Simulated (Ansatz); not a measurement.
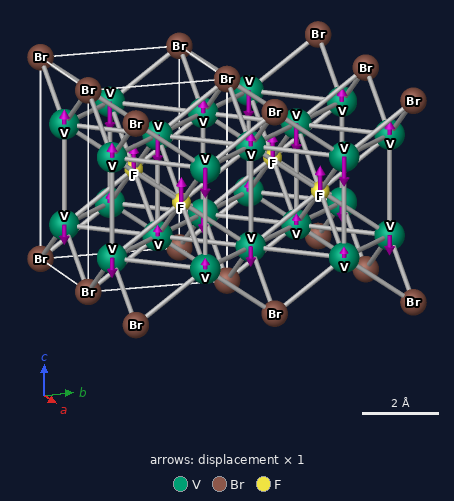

This is a relaxation of solid V4BrF (a generated structure, set up in P4/mmm) (coarse preliminary run). The starting structure is drawn; purple arrows show the displacements (the part carried along by the change of the cell is left out), at their true length.

The picture is a ball-and-stick view of the cell of the calculation, repeated 2 × 2 × 1 with one cell outlined, seen slightly off an axis.

All numbers below come from DFT PBE, scalar-relativistic, plane waves, PAW (Ansatz 0.2.0).

The input:
```yaml
crystal:
  lattice:
    - [3.88643329, 0.0, 0.0]
    - [0.0, 3.88643329, 0.0]
    - [0.0, 0.0, 5.49624667]
  atoms:
    - { symbol: V, position: [0.5, 0.0, 0.25], spin: -2.0 }
    - { symbol: V, position: [0.0, 0.5, 0.75], spin: 2.0 }
    - { symbol: V, position: [0.5, 0.0, 0.75], spin: -2.0 }
    - { symbol: V, position: [0.0, 0.5, 0.25], spin: -2.0 }
    - { symbol: Br, position: [0.0, 0.0, 0.0] }
    - { symbol: F, position: [0.5, 0.5, 0.5] }
basis:
  ecutwfc: 420
kpoints:
  mp_grid: { grid: [4, 4, 4] }
hamiltonian:
  xc: pbe
scf:
  occupations: { method: gaussian, width: 0.1 }
  lower_state_search: "off"
output:
  forces: true
  stress: true
  eigenvalues: true
  populations: true
magnetization:
  spin_polarized: true
relax:
  adjacent_minimum: "off"
  f_tol: 0.04
  max_steps: 70
  cell: { stress_tol: 0.4 }
```

Command:
```bash
ansatz run input.yaml --threads 1 --pin off --max-ram 2560MiB --backend cpu --events-out ev --progress --plain --runs-dir out
```

> Describe the change and its energy.

Over 29 accepted moves (36 points after the start) the energy falls by 3.072 eV per cell of the calculation. The largest force component goes from 0.78 to 0.022 eV/Å. Pressure: 13.05 GPa at the start and −0.05 GPa at the end. The line search rejected the trial steps at points 16, 21, 24, 31 of the run. The SCF was repeated 3 times at an unchanged geometry on a basis and grid sized afresh for the cell, which shifted the energy by 0.329 eV per cell of the calculation at most. The largest move relative to the cell is that of V2, 0.82 Å along −c. Largest moves by element: V 0.82 Å, F 0.69 Å, Br 0.02 Å. The volume changes by +5.4 %, with a 3.886 → 4.282 Å (+10.2 %), b 3.886 → 2.809 Å (−27.7 %), c 5.496 → 7.273 Å (+32.3 %). Near-neighbour distances that change, for instance: V2–V4 2.748 → 4.766 Å, V1–V3 2.748 → 4.604 Å, V1–V1 3.886 → 2.809 Å, Br5–Br5 3.886 → 2.809 Å. Among the angles between lasting bonds that change: V2–F6–V2 109.5° → 163.6°, V3–F6–V3 109.5° → 84.6°, V2–F6–V3 70.5° → 83.9°. The space group (tolerance 0.01 Å) goes from P4/mmm (No. 123) to Pmm2 (No. 25). The program noted that the starting moments weren't kept. The run may lie on a higher electronic state than the lowest, so the end point isn't shown to be the ground-state structure. The run took 24 min on 1 thread of Intel(R) Xeon(R) Processor @ 2.70GHz (shared host), peak memory 0.48 GiB.

Limits of the set-up: the k-point mesh is coarse for a cell with partly filled bands.
